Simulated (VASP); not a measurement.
Band structure of Pb (fcc). All values below come from LDA (Ceperley-Alder, Perdew-Zunger), VASP's LDA PAW potentials (set 64) (plane waves; VASP 6.6.1).

Unless said otherwise, spin-orbit coupling is left out, though it shifts the bands of the heavy elements here.

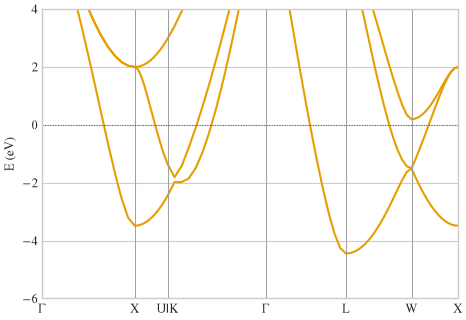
Figure: Bands along high-symmetry lines, zero at the valence-band maximum or, without a gap, the Fermi level

### Question
Read the plot: is there a gap, and where are the band edges?

### Answer
It has no gap at this level: it comes out as a metal or semimetal. (Edges off the drawn lines would not show.)

The compound is Pb in the fcc structure. It was relaxed first.
